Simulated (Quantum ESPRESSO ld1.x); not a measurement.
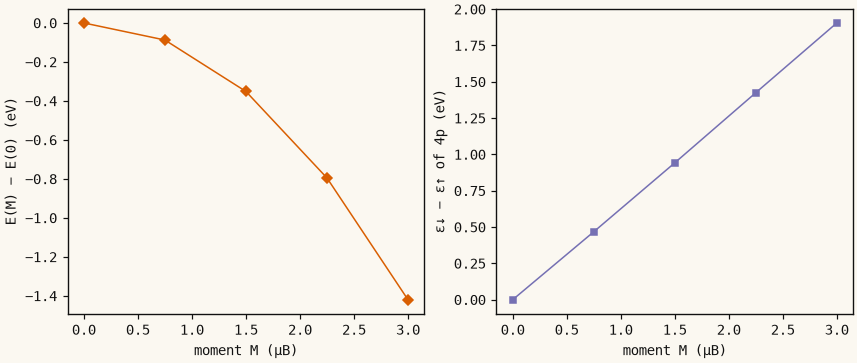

For As in [Ar] 3d10 4s2 4p3, the spin moment of the 4p shell is fixed at a series of values. Level of theory: non-relativistic Kohn-Sham, LDA (Slater exchange, VWN5 correlation), spin-polarised, spherical densities, point nucleus. Computed with Quantum ESPRESSO ld1.x 7.5. The plot shows the energy and the exchange splitting.

### Describe both curves.

The energy falls with the moment, to −1.42 eV at M = 3 μB, the largest moment run, in line with Hund's first rule (at fractional spins the functional's fractional-spin error adds to the fall). A fit E = −I M²/4 gives an exchange integral I of about 0.63 eV, and the exchange splitting grows nearly in proportion to M, to 1.91 eV (0.64 eV per μB).
